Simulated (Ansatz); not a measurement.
# C5H5F (SMILES FC1=CCC=C1): CASCI(6,6)/6-311G(d,p) (nuclear model gaussian)

Aim: the vertical singlet–triplet gap of C5H5F at CASCI(6,6)/6-311G** (nuclear model gaussian), from 2 runs. 

The calculation is run with Ansatz 0.2.0.

## (1) Starting point

C5H5F has 11 atoms, charge 0, and is taken as a singlet. As SMILES, `FC1=CCC=C1`. Geometry: relaxed at PBE0-D4/def2-TZVP.

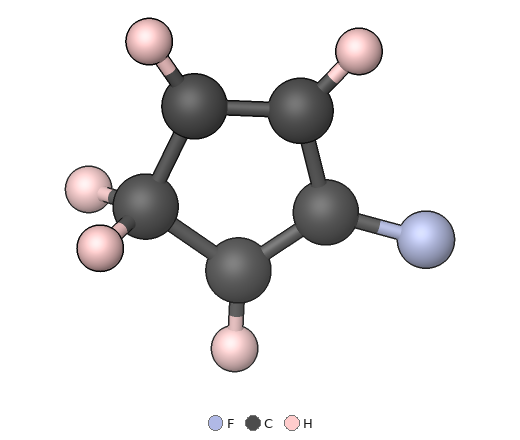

The structure, seen from a chosen angle (fluorine light blue, carbon dark grey, hydrogen pink).

## (2) The energy at CASCI(6,6)/6-311G(d,p) (nuclear model gaussian)

Input file input.yaml:

```yaml
basis:
  gaussian: {orbitals: 6-311G_st__st_.json, nuclear_model: gaussian}
crystal:
  periodic: [false, false, false]
  atoms:
    - {symbol: F, position_ang: [0.004400, -2.240900, -1.280900]}
    - {symbol: C, position_ang: [0.012800, -1.096700, -0.603000]}
    - {symbol: C, position_ang: [0.421200, -0.918500, 0.657800]}
    - {symbol: C, position_ang: [0.240000, 0.529200, 0.971300]}
    - {symbol: C, position_ang: [-0.320800, 1.109600, -0.287700]}
    - {symbol: C, position_ang: [-0.449600, 0.142400, -1.206100]}
    - {symbol: H, position_ang: [0.809300, -1.667700, 1.330400]}
    - {symbol: H, position_ang: [-0.439500, 0.687400, 1.818700]}
    - {symbol: H, position_ang: [1.185200, 1.014900, 1.246200]}
    - {symbol: H, position_ang: [-0.574100, 2.153400, -0.409500]}
    - {symbol: H, position_ang: [-0.823500, 0.229800, -2.216900]}
correlation:
  active_space: {window: {electrons: 6, orbitals: 6}, shells: [{species: F, l: p, shell: 2}, {species: C, l: p, shell: 2}], fixed_orbitals: true}
  frozen_orbitals: {C: 1, F: 1, H: 0}
scf: {omitted_lower_state_checks: [starts]}
output: {orbitals: {seedname: orbitals}}
```

The basis set 6-311G** is read from a file made from the Basis Set Exchange's data (not shown).

Run with:

```bash
$ ansatz run input.yaml --threads 1 --pin off --max-ram 2610MiB --events-out events.jsonl --progress --plain --runs-dir runs
```

The log of the run:

```text
Warning: RAYON_NUM_THREADS=1 ignored (pool sized by the plan → 1); use --threads N
Functional definition: HF
  name "HF"
  exchange = exact_x
  correlation = 0
these checks for a lower state are left out or cut short: starts
1124 factors; integrals over basis functions are off by at most 1.1e-3 eV
mean field evaluation 1: about -7934.5548 eV, gradient 3.4e1 eV
mean field evaluation 2: about -7934.7050 eV, gradient 3.4e1 eV
mean field evaluation 4: about -7937.8769 eV, gradient 4.1e0 eV
mean field evaluation 8: about -7937.9375 eV, gradient 4.9e-4 eV
mean field -7937.93749908 eV, -291.7138225637 hartree, gradient 3.2e-6 eV, S^2 0.000000; 0 other end points of the search recorded, 0 dependent functions left out
reference -7937.93749908 eV, -291.7138225637 hartree; 22, 22 occupied and 116, 116 virtual orbitals, 1124 factors
state -7939.12003680 eV, -291.7572800237 hartree
Total energy: -7939.12003680 eV, -291.7572800237 hartree
Checks for a lower state left out: starts
```

It took 4.2 s on 1 thread of AMD EPYC 7R43 (Zen 3), shared host.

## (3) The triplet

input.yaml, as its differences from that of step 2:

```diff
@@ -1,3 +1 @@
-basis:
-  gaussian: {orbitals: 6-311G_st__st_.json, nuclear_model: gaussian}
 crystal:
@@ -16,2 +14,5 @@
     - {symbol: H, position_ang: [-0.823500, 0.229800, -2.216900]}
+basis:
+  gaussian: {orbitals: 6-311G_st__st_.json, nuclear_model: gaussian}
+magnetization: {spin_polarized: false, initial_magnetization: 2}
 correlation:
```

The basis set 6-311G** is read from a file made from the Basis Set Exchange's data (not shown).

Run with:

```bash
$ ansatz run input.yaml --threads 1 --pin off --max-ram 2610MiB --events-out events.jsonl --progress --plain --runs-dir runs
```

The log of the run:

```text
Warning: RAYON_NUM_THREADS=1 ignored (pool sized by the plan → 1); use --threads N
[... 4 set-up lines as earlier in the session ...]
these checks for a lower state are left out or cut short: starts
1124 factors; integrals over basis functions are off by at most 1.1e-3 eV
mean field evaluation 1: about -7931.2221 eV, gradient 3.4e1 eV
mean field evaluation 2: about -7931.2371 eV, gradient 3.4e1 eV
mean field evaluation 4: about -7934.6555 eV, gradient 7.3e0 eV
mean field evaluation 8: about -7934.8734 eV, gradient 2.8e-1 eV
mean field -7934.87445669 eV, -291.6012578322 hartree, gradient 2.2e-6 eV, S^2 2.000000; 0 other end points of the search recorded, 0 dependent functions left out
reference -7934.87445669 eV, -291.6012578322 hartree; 23, 21 occupied and 115, 117 virtual orbitals, 1124 factors
state -7935.72992483 eV, -291.6326957066 hartree
Total energy: -7935.72992483 eV, -291.6326957066 hartree
Checks for a lower state left out: starts
```

Wall time 6.6 s (1 thread of AMD EPYC 7R43 (Zen 3), shared host).

## (4) Summary of results

Level: CASCI(6,6)/6-311G** (nuclear model gaussian).

```
                                        quantity          value
                           singlet: total energy  -291.75728 Eh
                           triplet: total energy  -291.63270 Eh
vertical energy of the triplet above the singlet       3.390 eV
```

In words: At this shape the triplet lies 3.39 eV (78 kcal/mol) above the singlet.
